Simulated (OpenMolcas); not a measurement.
**A workflow on CH3In (SMILES C[In])**

We compute a single-point energy (HF/ANO-RCC-MB), then the energy (CASSCF(2,2)/ANO-RCC-VDZP), then the energy along one coordinate (CASPT2(2,2)/ANO-RCC-VDZP), then the energy along one coordinate (SC-NEVPT2(2,2)/ANO-RCC-VDZP), then the energy along one coordinate (MC-PDFT[tPBE](2,2)/ANO-RCC-VDZP) of CH3In. 

The calculation is run with OpenMolcas 26.06.

## (1) Starting point

CH3In has 5 atoms, charge 0, and is taken as a singlet. SMILES: `C[In]`. The shape is that of a PBE0-D4/def2-TZVP optimisation.

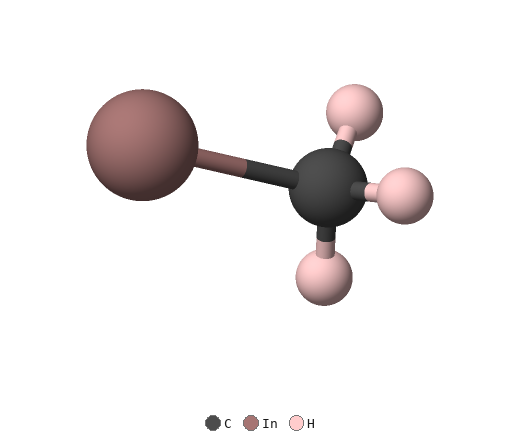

The structure, seen from a chosen angle (carbon dark grey, indium brown, hydrogen pink).

## (2) A single-point energy at HF/ANO-RCC-MB (DKH2) (run 1)

File input.xyz:

```xyz
5

C     -0.182770     0.073150    -0.070580
In     1.772750    -0.709460     0.684610
H     -0.972960    -0.040920     0.680150
H     -0.502560    -0.460530    -0.972760
H     -0.114460     1.137770    -0.321410
```

File step1.inp:

```
&GATEWAY
  COORD=input.xyz
  BASIS=ANO-RCC-MB
  GROUP=NoSym

&SEWARD

&SCF
  PRORBITALS=0

&LOCALISATION
  OCCUPIED
  FREEZE
  PIPEK-MEZEY

&LOCALISATION
  FILEORB=$Project.LocOrb
  VIRTUAL
  PIPEK-MEZEY
```

The run is started by

```bash
$ export MOLCAS_MEM=1860
$ pymolcas step1.inp > step1.log
```

Log:

```text
--- Start Module: gateway ---
[...]
--- Stop Module: gateway /rc=_RC_ALL_IS_WELL_ ---
[...]
      Basis functions           35
[...]
       Convergence after  11 Iterations
[...]
::    Total SCF energy                              -5916.6468914655
[...]
      Total spin, S                                     0.0000000000
[...]
      Total electronic charge=   58.000000
      Total            charge=   -0.000000
[...]
      Dipole Moment (debye):
      Origin of the operator (angstrom)=    1.5386   -0.6157    0.5942
                   X= -2.4169E-01               Y=  9.6728E-02               Z= -9.3340E-02           Total=  2.7656E-01
      Quadrupole Moment (debye*angstrom):
[...]
--- Start Module: localisation ---
[...]
--- Stop Module: localisation /rc=_RC_ALL_IS_WELL_ ---
--- Start Module: localisation ---
[...]
--- Stop Module: localisation /rc=_RC_ALL_IS_WELL_ ---
[...]
```

Run time: 3.9 s. Hardware: 1 thread of Arm Neoverse V1, shared host; peak memory 0.41 GiB.

## (3) A single-point energy at CASSCF(2,2)/ANO-RCC-VDZP (DKH2, RICD fitting) (run 2)

input.xyz is that of step 2.

File step2.input:

```
&gateway
 coord=input.xyz
 basis=ANO-RCC-MB
 group=NoSym

&seward

&rasscf
 fileorb=$CurrDir/step1.LocOrb
 alter=2
 1 28 29
 1 30 32
 spin=1
 nactel=2 0 0
 inactive=28
 ras2=2
 orblisting=Nothing
>>> COPY $Project.RunFile RUNFIL1
>>> COPY $Project.RasOrb INPORB

&gateway
 coord=input.xyz
 basis=ANO-RCC-VDZP
 group=NoSym
 ricd

&seward
>>> COPY $Project.RunFile RUNFIL2

&expbas

&rasscf
 fileorb=$Project.ExpOrb
 spin=1
 nactel=2 0 0
 inactive=28
 ras2=2
 orblisting=Nothing
```

The run is started by

```bash
$ export MOLCAS_MEM=1860
$ pymolcas step2.input > step2.log
```

Log:

```text
--- Start Module: gateway ---
[...]
      Basis functions           35
[...]
      Number of active orbitals                  2
[...]
      Spin quantum number                      0.0
[...]
      Active orbitals                            2
[...]
      Number of CSFs                             3
[...]
      Number of root(s) required                 1
[...]
      Convergence after 10 iterations
[...]
      printout of CI-coefficients larger than  0.05 for root  1
      energy=   -5916.661540
      conf/sym  11     Coeff  Weight
             1  20   0.98955 0.97921
             3  02  -0.14420 0.02079
      Natural orbitals and occupation numbers for root  1
      sym 1:   1.958411   0.041589
      ************************************************************************************************************************
      *                                                    Final results                                                     *
[...]
::    RASSCF root number  1 Total energy:  -5916.66153968
[...]
      Basis functions           72
[...]
      Convergence after 14 iterations
[...]
      Natural orbitals and occupation numbers for root  1
      sym 1:   1.971203   0.028797
      ************************************************************************************************************************
      *                                                    Final results                                                     *
[...]
::    RASSCF root number  1 Total energy:  -5916.72558423
[...]
      Total electronic charge=   58.000000
      Total            charge=   -0.000000
[...]
      Dipole Moment (debye):
      Origin of the operator (angstrom)=    1.5386   -0.6157    0.5942
                   X= -2.7511E-01               Y=  1.1011E-01               Z= -1.0625E-01           Total=  3.1480E-01
      Quadrupole Moment (debye*angstrom):
[...]
```

Run time: 16 s. Hardware: 1 thread of Arm Neoverse V1, shared host; peak memory 0.41 GiB.

## (4) An energy scan at CASPT2(2,2)/ANO-RCC-VDZP (DKH2, RICD fitting, ipea shift 0.25 Eh, pt2 variant SS) (run 3)

File step3.inp:

```
>>> COPY $CurrDir/step2.RasOrb $Project.RasOrb
>>> ForEach K in (1, 2, 3, 4, 5, 6, 7, 8, 9)
&GATEWAY
Coord=$CurrDir/point$K.xyz
Basis=ANO-RCC-VDZP
Group=NoSym
RICD
&SEWARD
&RASSCF
FileOrb=$Project.RasOrb
Spin=1
Nactel=2 0 0
Inactive=28
Ras2=2
OrbListing=Nothing
&CASPT2
Imaginary=0.2
Frozen=19
>>> EndDo
```

The run is started by

```bash
$ export MOLCAS_MEM=1860
$ pymolcas step3.inp > step3.log
```

Log:

```text
[...]
      Basis functions           72
[...]
      Number of active orbitals                  2
[...]
      Spin quantum number                      0.0
[...]
      Active orbitals                            2
[...]
      Number of CSFs                             3
[...]
      Number of root(s) required                 1
[...]
      Convergence after 11 iterations
[...]
      printout of CI-coefficients larger than  0.05 for root  1
      energy=   -5916.709159
      conf/sym  11     Coeff  Weight
             1  20   0.99523 0.99049
             3  02  -0.09753 0.00951
      Natural orbitals and occupation numbers for root  1
      sym 1:   1.980978   0.019022
      ************************************************************************************************************************
      *                                                    Final results                                                     *
[...]
::    RASSCF root number  1 Total energy:  -5916.70915889
[...]
::    CASPT2 Root  1     Total energy:  -5917.24506502
[...]
      Convergence after 13 iterations
[...]
      Natural orbitals and occupation numbers for root  1
      sym 1:   1.971180   0.028820
      ************************************************************************************************************************
      *                                                    Final results                                                     *
[...]
      Convergence after 13 iterations
[...]
      Convergence after 12 iterations
[...]
      Convergence after 11 iterations
[...]
::    RASSCF root number  1 Total energy:  -5916.65099404
[...]
::    CASPT2 Root  1     Total energy:  -5917.15798094
[...]
      Convergence after  9 iterations
[...]
::    RASSCF root number  1 Total energy:  -5916.65053774
[...]
      Reference weight:           0.88492
[...]
::    CASPT2 Root  1     Total energy:  -5917.15689604
[...]
```

Run time: 1.8 min. Hardware: 1 thread of Arm Neoverse V1, shared host; peak memory 0.37 GiB.

The scan, from its lowest point:

| In2–C1 (Å) | energy (kJ/mol) |
| --- | --- |
| 2.014 | 30.7 |
| 2.238 | 0.0 |
| 2.461 | 15.2 |
| 2.797 | 66.8 |
| 3.245 | 139.5 |
| 3.804 | 206.3 |
| 4.475 | 245.2 |
| 5.370 | 259.4 |
| 6.713 | 262.2 |

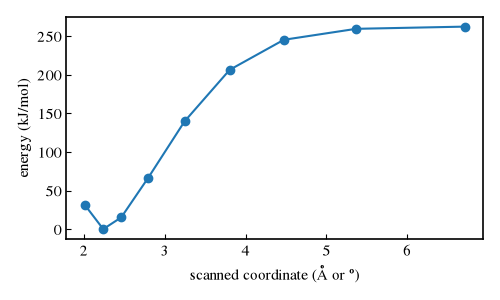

Energy along the scan.

## (5) The energy along one coordinate at SC-NEVPT2(2,2)/ANO-RCC-VDZP (DKH2, RICD fitting, pt2 variant SC-NEVPT2) (run 4)

File step4.inp:

```
>>> COPY $CurrDir/step2.RasOrb $Project.RasOrb
>>> ForEach K in (1, 2, 3, 4, 5, 6, 7, 8, 9)
&GATEWAY
Coord=$CurrDir/point$K.xyz
Basis=ANO-RCC-VDZP
Group=NoSym
RICD
&SEWARD
&RASSCF
FileOrb=$Project.RasOrb
Spin=1
Nactel=2 0 0
Inactive=28
Ras2=2
OrbListing=Nothing
&CASPT2
SC-NEVPT2
Frozen=19
>>> EndDo
```

The run is started by

```bash
$ export MOLCAS_MEM=1860
$ pymolcas step4.inp > step4.log
```

Log:

```text
--- Start Module: gateway ---
[...]
      Basis functions           72
[...]
      Number of active orbitals                  2
[...]
      Spin quantum number                      0.0
[...]
      Active orbitals                            2
[...]
      Number of CSFs                             3
[...]
      Number of root(s) required                 1
[...]
      Convergence after 11 iterations
[...]
      printout of CI-coefficients larger than  0.05 for root  1
      energy=   -5916.709159
      conf/sym  11     Coeff  Weight
             1  20   0.99523 0.99049
             3  02  -0.09753 0.00951
      Natural orbitals and occupation numbers for root  1
      sym 1:   1.980978   0.019022
      ************************************************************************************************************************
      *                                                    Final results                                                     *
[...]
::    RASSCF root number  1 Total energy:  -5916.70915889
[...]
::    SC-NEVPT2 Root  1     Total energy:  -5917.24436733
[...]
      Convergence after 13 iterations
[...]
      Natural orbitals and occupation numbers for root  1
      sym 1:   1.971180   0.028820
      ************************************************************************************************************************
      *                                                    Final results                                                     *
[...]
      Convergence after 13 iterations
[...]
      Convergence after 12 iterations
[...]
      Convergence after 11 iterations
[...]
::    RASSCF root number  1 Total energy:  -5916.65099404
[...]
::    SC-NEVPT2 Root  1     Total energy:  -5917.15626802
[...]
      Convergence after  9 iterations
[...]
::    RASSCF root number  1 Total energy:  -5916.65053774
[...]
::    SC-NEVPT2 Root  1     Total energy:  -5917.15531069
[...]
```

Wall time 1.8 min (1 thread of Arm Neoverse V1, shared host); peak memory 0.37 GiB.

The scan, from its lowest point:

```
In2–C1 (Å)  energy (kJ/mol)
     2.014             32.8
     2.238              0.0
     2.461             14.3
     2.797             65.9
     3.245            140.9
     3.804            210.7
     4.475            250.3
     5.370            264.2
     6.713            266.7
```

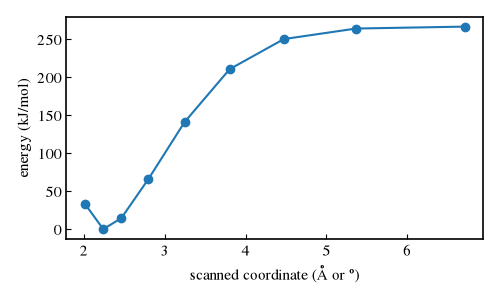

Energy along the scan.

## (6) An energy scan at MC-PDFT[tPBE](2,2)/ANO-RCC-VDZP (DKH2, RICD fitting) (run 5)

File step5.input:

```
* CH3In MC-PDFT
>>> COPY $CurrDir/step2.RasOrb $Project.RasOrb
>>> ForEach K in (1, 2, 3, 4, 5, 6, 7, 8, 9)
&GATEWAY
COORD=$CurrDir/point$K.xyz
BASIS=ANO-RCC-VDZP
GROUP=NoSym
RICD
&SEWARD
&RASSCF
FILEORB=$Project.RasOrb
SPIN=1
NACTEL=2 0 0
INACTIVE=28
RAS2=2
ORBLISTING=Nothing
&MCPDFT
KSDFT=T:PBE
>>> EndDo
```

The run is started by

```bash
$ export MOLCAS_MEM=1860
$ pymolcas step5.input > step5.log
```

Log:

```text
--- Start Module: gateway ---
[...]
      Basis functions           72
[...]
      Number of active orbitals                  2
[...]
      Spin quantum number                      0.0
[...]
      Active orbitals                            2
[...]
      Number of CSFs                             3
[...]
      Number of root(s) required                 1
[...]
      Convergence after 11 iterations
[...]
      printout of CI-coefficients larger than  0.05 for root  1
      energy=   -5916.709159
      conf/sym  11     Coeff  Weight
             1  20   0.99523 0.99049
             3  02  -0.09753 0.00951
      Natural orbitals and occupation numbers for root  1
      sym 1:   1.980978   0.019022
      ************************************************************************************************************************
      *                                                    Final results                                                     *
[...]
::    RASSCF root number  1 Total energy:  -5916.70915889
[...]
::    MCPDFT root number  1 Total energy:  -5919.21605634
[...]
      Convergence after 13 iterations
[...]
      Natural orbitals and occupation numbers for root  1
      sym 1:   1.971180   0.028820
      ************************************************************************************************************************
      *                                                    Final results                                                     *
[...]
      Convergence after 13 iterations
[...]
      Convergence after 12 iterations
[...]
      Convergence after 11 iterations
[...]
::    RASSCF root number  1 Total energy:  -5916.65099404
[...]
::    MCPDFT root number  1 Total energy:  -5919.12569122
[...]
      Convergence after  9 iterations
[...]
::    RASSCF root number  1 Total energy:  -5916.65053774
[...]
::    MCPDFT root number  1 Total energy:  -5919.12489430
[...]
```

Wall time 1.9 min (1 thread of Arm Neoverse V1, shared host); peak memory 0.37 GiB.

The scan, from its lowest point:

| In2–C1 (Å) | energy (kJ/mol) |
| --- | --- |
| 2.014 | 32.7 |
| 2.238 | 0.0 |
| 2.461 | 12.4 |
| 2.797 | 60.0 |
| 3.245 | 131.5 |
| 3.804 | 204.5 |
| 4.475 | 252.2 |
| 5.370 | 270.0 |
| 6.713 | 272.1 |

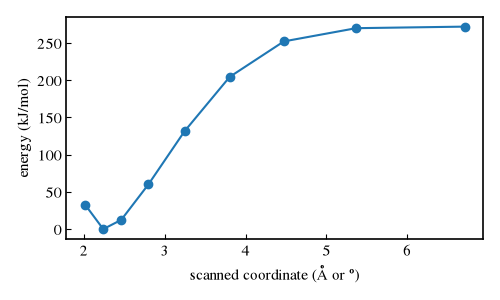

Energy along the scan.

## (7) Results

| quantity | value |
| --- | --- |
| run 1, HF/ANO-RCC-MB: total energy | -5916.64689 Eh |
| run 1, HF/ANO-RCC-MB: dipole moment | 0.28 D |
| run 1, HF/ANO-RCC-MB: HOMO energy | -7.33 eV |
| run 1, HF/ANO-RCC-MB: LUMO energy | 1.38 eV |
| run 1, HF/ANO-RCC-MB: HOMO–LUMO gap | 8.71 eV |
| run 2, CASSCF(2,2)/ANO-RCC-VDZP: total energy | -5916.72558 Eh |
| run 2, CASSCF(2,2)/ANO-RCC-VDZP: dipole moment (CASSCF density) | 0.31 D |
| run 3, CASPT2(2,2)/ANO-RCC-VDZP: lowest energy of the scan | -5917.25677 Eh |
| run 4, SC-NEVPT2(2,2)/ANO-RCC-VDZP: lowest energy of the scan | -5917.25688 Eh |
| run 5, MC-PDFT[tPBE](2,2)/ANO-RCC-VDZP: lowest energy of the scan | -5919.22853 Eh |
